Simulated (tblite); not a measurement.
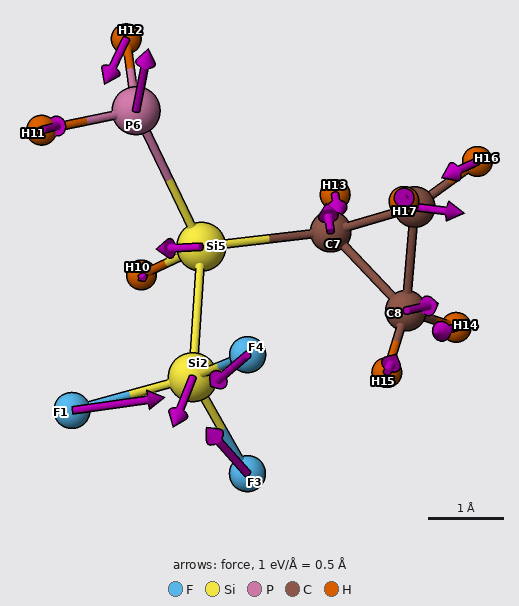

Starting geometry of C$_{3}$H$_{8}$F$_{3}$PSi$_{2}$ with the computed forces as purple arrows. Style: ball-and-stick. Shown at a tilt.

These are results of GFN2-xTB geometry optimisation, gas phase in tblite 0.8.0, not measurements. 

Is this structure relaxed? If not, where do the atoms go?

Answer. It isn't relaxed: the largest force vector, on an F atom, is 2.54 eV/Å. The final displacements follow the starting forces only in part (cosine between the two patterns 0.35). An F atom moves most after the best rigid fit: 0.71 Å. By element the largest moves are F 0.71 Å, H 0.66 Å, C 0.24 Å, Si 0.11 Å, P 0.10 Å. Near-neighbour distances that change, for instance: F–Si 1.701 → 1.591 Å, F–Si 1.678 → 1.592 Å, H–P 1.464 → 1.385 Å, P–Si 2.182 → 2.251 Å. Among the angles between lasting bonds that change: H–P–H 112.1° → 92.8°, Si–P–H 111.6° → 94.9°, Si–P–H 107.8° → 94.2°. The energy falls by 1.441 eV in 102 geometry steps. Cost: 1.6 s on 1 thread of Arm Neoverse N1 (shared host).
